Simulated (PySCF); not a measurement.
System: C$_{2}$H$_{8}$BNSi$_{2}$ (SMILES C#C[SiH2][SiH2]BN).

```
atom    x (Å)    y (Å)    z (Å)
   C   2.2968   1.1591  -0.7570
   C   1.9075   0.2281  -0.1012
  Si   1.2585  -1.1784   0.9299
  Si  -0.9402  -0.7345   1.5429
   B  -1.9635   0.3247   0.2433
   N  -1.3029   1.0179  -0.7490
   H   2.6531   1.9672  -1.3314
   H   1.4467  -2.3504   0.0570
   H   2.2492  -1.3052   2.0087
   H  -0.8713  -0.1018   2.8806
   H  -1.5335  -2.0533   1.8615
   H  -3.1383   0.4174   0.2569
   H  -0.2990   1.0194  -0.8645
   H  -1.7636   1.5894  -1.4398
```

Geometry: GFN2-xTB.

These are results of PBE0/pcSseg-1, SCF density, gas phase, non-relativistic (PySCF), not measurements.

What can the converged electron density and electron localisation function tell about the bonding?

Answer. B–N (1.38 Å): ρ is about 2 e/Å³ halfway; the ELF peaks at about 0.90 between the atoms (a polar covalent bond).
Si–B (1.96 Å): ρ at the midpoint is about 0.83 e/Å³; the ELF peaks at about 1 between the atoms: a covalent bond.
N–H (1.01 Å): the density is about 2.9 e/Å³ at the midpoint; the ELF climbs to about 1 towards the hydrogen, as it does in any bond to H; a covalent bond by its length.

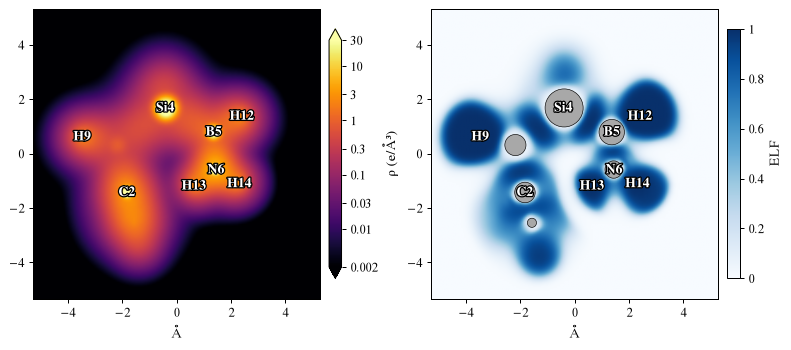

Computed electron density and electron localisation function on the plane of atoms Si4, B5 and N6, in this order. Grey discs cover the atomic cores in the ELF map. 
